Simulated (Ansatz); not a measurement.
# CH7InN2O: molecular dynamics (part 2 of 2)

CH7InN2O, SMILES C[O][In]([NH2])[NH2]; RKS BLYP/def2-SVP (Ansatz 0.2.0). The geometry comes from this level: PBE0-D4/def2-TZVP.

Trajectory as extended XYZ, continued:
```
12
Properties=species:S:1:pos:R:3:forces:R:3 step=12 time_fs=12.0 energy=-11343.24623 temperature=699.3
C    -1.9197    0.7529    1.0183   -0.0560  -0.9330  -1.2899
O    -1.4050   -0.3140    0.1676   -0.6961   0.4909   0.9316
In    0.5398   -0.4717   -0.3703    0.7384  -0.0081  -0.3498
N     1.8207    1.0162    0.2404    0.9044  -0.7320  -0.0858
N     0.9617   -2.1381   -1.4750   -1.0131  -0.9294  -0.9955
H    -1.4648    0.8775    2.0022    0.4877  -0.2917   0.6842
H    -1.8526    1.7294    0.5317    0.1035   0.6910  -0.3932
H    -2.9995    0.5731    1.1659   -0.2154  -0.1679   0.1139
H     2.3883    1.4070   -0.5248   -0.1064   0.0501   0.0458
H     1.2372    1.7334    0.6235   -0.4727   1.1920   0.4072
H     1.7864   -2.5957   -1.9981   -1.7241   1.1227   0.8804
H    -0.0259   -2.3267   -1.8622    2.0497  -0.4847   0.0513
12
Properties=species:S:1:pos:R:3:forces:R:3 step=13 time_fs=13.0 energy=-11343.13288 temperature=615.1
C    -1.9247    0.7521    1.0148   -0.6146  -0.7261  -1.3638
O    -1.4113   -0.3116    0.1684   -0.6099   0.5934   0.8300
In    0.5416   -0.4732   -0.3680    0.7489  -0.0346  -0.3301
N     1.8280    1.0244    0.2358    0.6868  -0.2973  -0.1691
N     0.9568   -2.1397   -1.4885   -0.6007  -0.8285  -0.8909
H    -1.4709    0.8787    1.9912    0.5317  -0.3485   0.9485
H    -1.8821    1.7540    0.5655    0.2506   0.4925  -0.5424
H    -3.0212    0.5885    1.1511    0.1536  -0.2342   0.1518
H     2.3753    1.4109   -0.5646   -0.4674   0.0137   0.5156
H     1.2161    1.7267    0.6456    0.0515   0.7588  -0.0030
H     1.8260   -2.6008   -1.9784   -2.3859   1.2579   0.9644
H    -0.0451   -2.3119   -1.8539    2.2554  -0.6471  -0.1111
12
Properties=species:S:1:pos:R:3:forces:R:3 step=14 time_fs=14.0 energy=-11343.10133 temperature=589.9
C    -1.9301    0.7506    1.0102   -0.9379  -0.2741  -1.1765
O    -1.4179   -0.3089    0.1696   -0.5110   0.6664   0.7039
In    0.5434   -0.4747   -0.3657    0.7338  -0.0714  -0.3226
N     1.8357    1.0325    0.2310    0.2270   0.1700  -0.0115
N     0.9514   -2.1418   -1.5026   -0.2057  -0.3982  -0.3863
H    -1.4720    0.8765    1.9893    0.4083  -0.4074   0.8569
H    -1.9093    1.7834    0.5940    0.3799   0.0795  -0.5675
H    -3.0414    0.6016    1.1378    0.4665  -0.2964   0.1868
H     2.3579    1.4150   -0.5995   -0.6654   0.0341   0.8108
H     1.1955    1.7273    0.6676    0.6551   0.2239  -0.4840
H     1.8427   -2.5939   -1.9494   -2.4597   1.1168   0.7713
H    -0.0427   -2.3033   -1.8467    1.9090  -0.8432  -0.3814
12
Properties=species:S:1:pos:R:3:forces:R:3 step=15 time_fs=15.0 energy=-11343.13470 temperature=611.1
C    -1.9363    0.7490    1.0046   -0.9919   0.2682  -0.7206
O    -1.4248   -0.3057    0.1713   -0.3958   0.6992   0.5508
In    0.5452   -0.4762   -0.3634    0.6864  -0.1125  -0.3243
N     1.8437    1.0407    0.2263   -0.2450   0.4060   0.2558
N     0.9459   -2.1442   -1.5170    0.1359   0.3589   0.4657
H    -1.4691    0.8704    1.9955    0.1510  -0.4521   0.4725
H    -1.9329    1.8135    0.6172    0.4952  -0.3981  -0.5372
H    -3.0571    0.6119    1.1263    0.6501  -0.3550   0.2182
H     2.3341    1.4195   -0.6266   -0.6822   0.1165   0.8702
H     1.1811    1.7300    0.6850    1.0878  -0.1559  -0.8462
H     1.8358   -2.5763   -1.9130   -1.8726   0.6914   0.3481
H    -0.0220   -2.3027   -1.8432    0.9812  -1.0664  -0.7531
12
Properties=species:S:1:pos:R:3:forces:R:3 step=16 time_fs=16.0 energy=-11343.14601 temperature=616.3
C    -1.9432    0.7475    0.9985   -0.8321   0.7395  -0.1329
O    -1.4320   -0.3022    0.1733   -0.2609   0.6837   0.3698
In    0.5471   -0.4777   -0.3612    0.6001  -0.1545  -0.3348
N     1.8514    1.0492    0.2217   -0.5967   0.3460   0.5411
N     0.9405   -2.1464   -1.5310    0.1340   1.4762   1.6151
H    -1.4648    0.8600    2.0063   -0.1491  -0.4593  -0.0160
H    -1.9517    1.8398    0.6352    0.5894  -0.8005  -0.5031
H    -3.0666    0.6188    1.1169    0.6730  -0.4057   0.2450
H     2.3038    1.4250   -0.6454   -0.5468   0.2479   0.6949
H     1.1772    1.7312    0.6944    1.2467  -0.3005  -0.9990
H     1.8110   -2.5521   -1.8733   -0.4612  -0.0620  -0.2896
H     0.0080   -2.3124   -1.8469   -0.3965  -1.3109  -1.1905
12
Properties=species:S:1:pos:R:3:forces:R:3 step=17 time_fs=17.0 energy=-11343.08242 temperature=573.6
C    -1.9509    0.7466    0.9922   -0.5341   1.0470   0.4292
O    -1.4394   -0.2982    0.1756   -0.1054   0.6162   0.1619
In    0.5491   -0.4792   -0.3590    0.4747  -0.1937  -0.3529
N     1.8588    1.0579    0.2175   -0.7429   0.0160   0.7630
N     0.9352   -2.1475   -1.5439   -0.6701   2.7598   2.7242
H    -1.4619    0.8452    2.0170   -0.4069  -0.4159  -0.4334
H    -1.9648    1.8585    0.6483    0.6520  -1.0509  -0.4855
H    -3.0697    0.6218    1.1098    0.5333  -0.4429   0.2674
H     2.2683    1.4329   -0.6576   -0.3172   0.4009   0.3381
H     1.1852    1.7296    0.6942    1.1086  -0.2043  -0.9119
H     1.7818   -2.5285   -1.8364    1.5828  -1.0256  -0.9828
H     0.0343   -2.3346   -1.8620   -1.5748  -1.5067  -1.5174
12
Properties=species:S:1:pos:R:3:forces:R:3 step=18 time_fs=18.0 energy=-11343.07256 temperature=573.4
C    -1.9589    0.7466    0.9863   -0.1658   1.1603   0.8696
O    -1.4467   -0.2939    0.1779    0.0680   0.4977  -0.0685
In    0.5511   -0.4807   -0.3568    0.3149  -0.2214  -0.3705
N     1.8656    1.0666    0.2138   -0.5994  -0.5230   0.7955
N     0.9294   -2.1468   -1.5550   -1.9053   3.4324   3.0359
H    -1.4629    0.8265    2.0235   -0.5749  -0.3247  -0.6847
H    -1.9717    1.8671    0.6569    0.6752  -1.1233  -0.4867
H    -3.0677    0.6206    1.1053    0.2569  -0.4607   0.2847
H     2.2297    1.4446   -0.6665   -0.0757   0.5251  -0.0756
H     1.2038    1.7259    0.6852    0.6770   0.1260  -0.5804
H     1.7678   -2.5147   -1.8089    2.9452  -1.6249  -1.2862
H     0.0455   -2.3712   -1.8916   -1.6163  -1.4635  -1.4332
12
Properties=species:S:1:pos:R:3:forces:R:3 step=19 time_fs=19.0 energy=-11343.23381 temperature=686.9
C    -1.9671    0.7476    0.9811    0.1952   1.0743   1.1529
O    -1.4541   -0.2893    0.1802    0.2543   0.3333  -0.3135
In    0.5531   -0.4823   -0.3547    0.1263  -0.2256  -0.3747
N     1.8720    1.0749    0.2107   -0.1482  -1.1444   0.5083
N     0.9223   -2.1436   -1.5640   -2.1822   2.7690   2.1898
H    -1.4694    0.8046    2.0234   -0.6357  -0.1982  -0.7396
H    -1.9722    1.8649    0.6607    0.6555  -1.0128  -0.5040
H    -3.0632    0.6150    1.1035   -0.0917  -0.4514   0.2921
H     2.1904    1.4614   -0.6762    0.0956   0.5516  -0.3623
H     1.2288    1.7235    0.6707    0.0212   0.6349  -0.0561
H     1.7819   -2.5165   -1.7937    2.1969  -1.2874  -0.9365
H     0.0412   -2.4219   -1.9349   -0.4871  -1.0433  -0.8565
12
Properties=species:S:1:pos:R:3:forces:R:3 step=20 time_fs=20.0 energy=-11343.37916 temperature=792.6
C    -1.9752    0.7493    0.9769    0.4432   0.7899   1.2772
O    -1.4613   -0.2844    0.1823    0.4476   0.1311  -0.5619
In    0.5551   -0.4839   -0.3526   -0.0831  -0.2004  -0.3574
N     1.8783    1.0825    0.2079    0.4149  -1.5934  -0.0616
N     0.9137   -2.1386   -1.5714   -1.4220   1.2706   0.8599
H    -1.4820    0.7808    2.0162   -0.5870  -0.0522  -0.5977
H    -1.9664    1.8530    0.6598    0.5944  -0.7238  -0.5347
H    -3.0595    0.6050    1.1045   -0.4072  -0.4039   0.2783
H     2.1520    1.4834   -0.6893    0.1623   0.4319  -0.3789
H     1.2541    1.7272    0.6556   -0.6265   1.1168   0.4820
H     1.8171   -2.5306   -1.7875    0.1889  -0.3954  -0.3395
H     0.0323   -2.4825   -1.9864    0.8748  -0.3713  -0.0658
12
Properties=species:S:1:pos:R:3:forces:R:3 step=21 time_fs=21.0 energy=-11343.37397 temperature=794.1
C    -1.9829    0.7518    0.9736    0.4701   0.3243   1.2523
O    -1.4682   -0.2795    0.1841    0.6391  -0.0969  -0.7980
In    0.5572   -0.4854   -0.3505   -0.3005  -0.1526  -0.3201
N     1.8849    1.0890    0.2051    0.6987  -1.5379  -0.6256
N     0.9042   -2.1327   -1.5783   -0.5341  -0.1550  -0.2461
H    -1.5002    0.7565    2.0034   -0.4351   0.0968  -0.2755
H    -1.9549    1.8342    0.6537    0.4988  -0.2835  -0.5727
H    -3.0598    0.5912    1.1081   -0.5751  -0.3040   0.2286
H     2.1151    1.5096   -0.7060    0.1575   0.1837  -0.1366
H     1.2734    1.7416    0.6452   -0.9084   1.2246   0.7586
H     1.8541   -2.5484   -1.7845   -1.4814   0.3864   0.0983
H     0.0317   -2.5467   -2.0385    1.7704   0.3141   0.6367
12
Properties=species:S:1:pos:R:3:forces:R:3 step=22 time_fs=22.0 energy=-11343.30403 temperature=744.4
C    -1.9902    0.7544    0.9714    0.2390  -0.2478   1.0943
O    -1.4748   -0.2747    0.1853    0.8169  -0.3331  -1.0023
In    0.5592   -0.4870   -0.3484   -0.5120  -0.0983  -0.2730
N     1.8920    1.0944    0.2018    0.4848  -0.8723  -0.9087
N     0.8942   -2.1269   -1.5853    0.1165  -1.1407  -0.9394
H    -1.5226    0.7331    1.9879   -0.2036   0.2333   0.1806
H    -1.9386    1.8128    0.6421    0.3794   0.2236  -0.5985
H    -3.0656    0.5745    1.1140   -0.5360  -0.1441   0.1349
H     2.0798    1.5376   -0.7241    0.1424  -0.1168   0.2180
H     1.2840    1.7677    0.6420   -0.6701   0.7802   0.6463
H     1.8769   -2.5626   -1.7806   -2.3306   0.8557   0.3273
H     0.0481   -2.6078   -2.0846    2.0734   0.8602   1.1203
12
Properties=species:S:1:pos:R:3:forces:R:3 step=23 time_fs=23.0 energy=-11343.26085 temperature=712.2
C    -1.9973    0.7569    0.9700   -0.1562  -0.7657   0.8392
O    -1.4809   -0.2700    0.1860    0.9683  -0.5572  -1.1550
In    0.5611   -0.4886   -0.3464   -0.7054  -0.0538  -0.2282
N     1.8994    1.0992    0.1980   -0.0404   0.0950  -0.9122
N     0.8844   -2.1219   -1.5930    0.5410  -1.6396  -1.2437
H    -1.5469    0.7120    1.9741    0.0543   0.3482   0.6657
H    -1.9187    1.7934    0.6249    0.2434   0.6391  -0.5690
H    -3.0765    0.5564    1.1211   -0.3265   0.0635   0.0045
H     2.0458    1.5644   -0.7400    0.1575  -0.3863   0.5228
H     1.2882    1.8012    0.6450   -0.1463   0.0100   0.3073
H     1.8774   -2.5686   -1.7735   -2.4645   1.0509   0.4157
H     0.0843   -2.6608   -2.1199    1.8749   1.1959   1.3530
12
Properties=species:S:1:pos:R:3:forces:R:3 step=24 time_fs=24.0 energy=-11343.26920 temperature=716.8
C    -2.0045    0.7588    0.9693   -0.5188  -1.0465   0.5640
O    -1.4863   -0.2657    0.1860    1.0824  -0.7504  -1.2415
In    0.5630   -0.4902   -0.3444   -0.8710  -0.0279  -0.1949
N     1.9068    1.1041    0.1935   -0.5679   0.9406  -0.7778
N     0.8749   -2.1180   -1.6015    0.7426  -1.6012  -1.1653
H    -1.5707    0.6942    1.9667    0.2587   0.4439   1.0132
H    -1.8964    1.7801    0.6021    0.0863   0.7930  -0.4306
H    -3.0906    0.5389    1.1283   -0.0490   0.2852  -0.1410
H     2.0134    1.5875   -0.7510    0.2117  -0.5692   0.6758
H     1.2910    1.8349    0.6510    0.3361  -0.7203  -0.0174
H     1.8543   -2.5645   -1.7625   -1.9570   0.9988   0.4113
H     0.1384   -2.7023   -2.1423    1.2459   1.2542   1.3042
12
Properties=species:S:1:pos:R:3:forces:R:3 step=25 time_fs=25.0 energy=-11343.28583 temperature=724.1
C    -2.0122    0.7598    0.9691   -0.6636  -1.0222   0.3732
O    -1.4911   -0.2618    0.1852    1.1531  -0.8978  -1.2554
In    0.5648   -0.4919   -0.3424   -1.0035  -0.0192  -0.1752
N     1.9138    1.1096    0.1884   -0.9344   1.4280  -0.5931
N     0.8659   -2.1152   -1.6109    0.6027  -0.8871  -0.6712
H    -1.5921    0.6807    1.9690    0.3406   0.5311   1.0670
H    -1.8734    1.7745    0.5753   -0.1006   0.6322  -0.1628
H    -3.1051    0.5241    1.1341    0.1950   0.4804  -0.2757
H     1.9829    1.6052   -0.7555    0.2934  -0.6389   0.6358
H     1.2970    1.8616    0.6568    0.6177  -1.2041  -0.2010
H     1.8125   -2.5509   -1.7475   -0.7236   0.6602   0.3382
H     0.2045   -2.7318   -2.1522    0.2233   0.9374   0.9203
12
Properties=species:S:1:pos:R:3:forces:R:3 step=26 time_fs=26.0 energy=-11343.20648 temperature=661.0
C    -2.0204    0.7600    0.9692   -0.5268  -0.7843   0.3277
O    -1.4953   -0.2585    0.1837    1.1797  -0.9914  -1.1994
In    0.5666   -0.4935   -0.3404   -1.1031  -0.0166  -0.1625
N     1.9201    1.1161    0.1830   -1.0996   1.4967  -0.3870
N     0.8574   -2.1131   -1.6207   -0.0222   0.5430   0.1748
H    -1.6102    0.6722    1.9815    0.2908   0.6115   0.7945
H    -1.8512    1.7749    0.5469   -0.3096   0.2691   0.1890
H    -3.1177    0.5140    1.1373    0.3434   0.6186  -0.3796
H     1.9553    1.6167   -0.7539    0.3825  -0.5888   0.4020
H     1.3089    1.8769    0.6606    0.6747  -1.3892  -0.2151
H     1.7637   -2.5309   -1.7293    1.2389   0.0252   0.2400
H     0.2728   -2.7523   -2.1532   -1.0487   0.2062   0.2155
12
Properties=species:S:1:pos:R:3:forces:R:3 step=27 time_fs=27.0 energy=-11343.01891 temperature=527.2
C    -2.0290    0.7596    0.9695   -0.1711  -0.4783   0.3927
O    -1.4987   -0.2558    0.1815    1.1663  -1.0317  -1.0838
In    0.5682   -0.4951   -0.3384   -1.1748  -0.0027  -0.1419
N     1.9257    1.1236    0.1772   -1.0528   1.1600  -0.1960
N     0.8488   -2.1105   -1.6304   -0.8243   2.0850   0.9610
H    -1.6254    0.6696    2.0016    0.1621   0.6686   0.3154
H    -1.8321    1.7779    0.5203   -0.5114  -0.1182   0.5396
H    -3.1271    0.5097    1.1368    0.3717   0.6848  -0.4419
H     1.9313    1.6227   -0.7484    0.4562  -0.4325   0.0133
H     1.3272    1.8788    0.6624    0.5206  -1.2749  -0.0605
H     1.7268   -2.5107   -1.7088    3.1780  -0.6083   0.2192
H     0.3310   -2.7708   -2.1523   -2.1205  -0.6518  -0.5172
12
Properties=species:S:1:pos:R:3:forces:R:3 step=28 time_fs=28.0 energy=-11342.92579 temperature=459.0
C    -2.0378    0.7587    0.9701    0.2921  -0.2000   0.4794
O    -1.5014   -0.2537    0.1786    1.1211  -1.0265  -0.9244
In    0.5698   -0.4967   -0.3365   -1.2259   0.0373  -0.0972
N     1.9306    1.1320    0.1714   -0.7862   0.4740  -0.1094
N     0.8396   -2.1066   -1.6394   -0.7815   2.4157   1.0707
H    -1.6392    0.6734    2.0247    0.0230   0.6793  -0.1944
H    -1.8179    1.7797    0.4988   -0.6713  -0.4000   0.8143
H    -3.1329    0.5120    1.1322    0.2794   0.6763  -0.4594
H     1.9117    1.6244   -0.7428    0.4944  -0.2123  -0.4315
H     1.3506    1.8685    0.6636    0.1722  -0.8719   0.2554
H     1.7203   -2.4963   -1.6862    3.4947  -0.6181   0.3205
H     0.3689   -2.7956   -2.1562   -2.4120  -0.9539  -0.7241
12
Properties=species:S:1:pos:R:3:forces:R:3 step=29 time_fs=29.0 energy=-11342.99115 temperature=498.1
C    -2.0463    0.7578    0.9712    0.7629   0.0117   0.5209
O    -1.5034   -0.2522    0.1751    1.0548  -0.9879  -0.7389
In    0.5712   -0.4983   -0.3345   -1.2619   0.1036  -0.0252
N     1.9349    1.1406    0.1655   -0.3411  -0.4135  -0.2434
N     0.8300   -2.1009   -1.6477    0.3897   1.1758   0.4985
H    -1.6527    0.6837    2.0460   -0.0816   0.6308  -0.6038
H    -1.8100    1.7777    0.4852   -0.7637  -0.5203   0.9706
H    -3.1360    0.5208    1.1231    0.0859   0.6005  -0.4365
H     1.8969    1.6242   -0.7414    0.4869  -0.0016  -0.7663
H     1.3756    1.8499    0.6673   -0.3128  -0.2507   0.6861
H     1.7473   -2.4879   -1.6605    1.8610   0.0261   0.3639
H     0.3837   -2.8295   -2.1671   -1.8800  -0.3745  -0.2261
12
Properties=species:S:1:pos:R:3:forces:R:3 step=30 time_fs=30.0 energy=-11343.02110 temperature=520.0
C    -2.0542    0.7568    0.9726    1.1521   0.1342   0.4986
O    -1.5048   -0.2513    0.1712    0.9792  -0.9261  -0.5428
In    0.5726   -0.4999   -0.3326   -1.2875   0.1815   0.0589
N     1.9390    1.1490    0.1594    0.1140  -1.2023  -0.6032
N     0.8205   -2.0945   -1.6556    1.7071  -0.4620  -0.1634
H    -1.6670    0.7000    2.0615   -0.1342   0.5240  -0.8498
H    -1.8095    1.7708    0.4808   -0.7737  -0.4655   0.9905
H    -3.1383    0.5353    1.1098   -0.1605   0.4744  -0.3843
H     1.8866    1.6239   -0.7473    0.4372   0.1265  -0.8223
H     1.3976    1.8289    0.6775   -0.7632   0.3649   1.0719
H     1.7921   -2.4792   -1.6314   -0.2175   0.6605   0.2162
H     0.3805   -2.8670   -2.1802   -1.0531   0.5899   0.5297
```

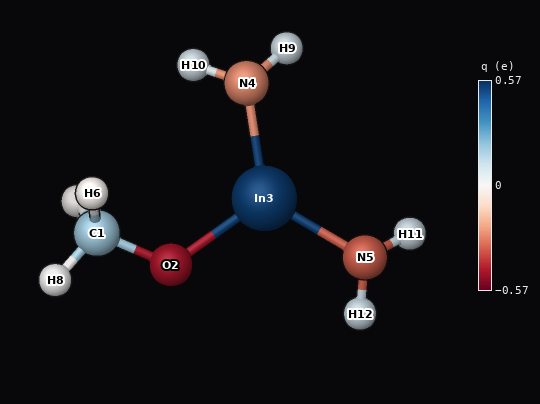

**Figure 1.** Mulliken charges, as the colour of each atom (ball-and-stick view, seen on its broad side; atoms are numbered from 1 in the order of the input). By element: C +0.19, O −0.46, In +0.54, N −0.34 to −0.27 and H −0.02 to +0.10 e.

The run was set up as follows.

Input:
```yaml
crystal:
  periodic: [false, false, false]
  atoms:
    - {symbol: C, position_ang: [-1.823631, 0.718162, 1.001834]}
    - {symbol: O, position_ang: [-1.369905, -0.337870, 0.204322]}
    - {symbol: In, position_ang: [0.522455, -0.453312, -0.401181]}
    - {symbol: N, position_ang: [1.768395, 0.963249, 0.319414]}
    - {symbol: N, position_ang: [0.971972, -2.170677, -1.348994]}
    - {symbol: H, position_ang: [-1.271049, 0.811986, 1.948439]}
    - {symbol: H, position_ang: [-1.771951, 1.692829, 0.492490]}
    - {symbol: H, position_ang: [-2.875789, 0.544478, 1.256544]}
    - {symbol: H, position_ang: [2.613807, 1.137791, -0.204973]}
    - {symbol: H, position_ang: [1.331497, 1.849353, 0.531899]}
    - {symbol: H, position_ang: [1.726161, -2.131835, -2.019740]}
    - {symbol: H, position_ang: [0.178047, -2.624145, -1.780053]}
basis:
  gaussian: {orbitals: def2-SVP}
hamiltonian: {xc: {name: BLYP}}
md: {timestep: 1 fs, n_steps: 30, ensemble: nve, temperature: 1000, initial_velocities: maxwell_boltzmann, seed: 544}
```

Command:
```bash
ansatz run in.yaml --threads 4 --pin off --events-out ev --progress --plain --max-ram 10444MiB
```

Results in brief:

- outcome: finished
- mean temperature over the second half: 638 K
- trajectory: 30 steps, 30 fs
- ensemble: nve
- temperature in the input: 1000 K
- time step: 1 fs
- potential energy (last step): −11343.0215 eV
- SCF solution under orbital rotations (last step): stable
- largest force (length of the vector) (last step): 1.776 eV/Å
- dipole moment (last step): 1.36 D
- hardware: 4 threads of Arm Neoverse V1, 23 GiB of memory available, shared host
- wall time: 41 s (CPU time 2.6 min)
- peak memory: 0.57 GiB

So short a trajectory is not equilibrated.
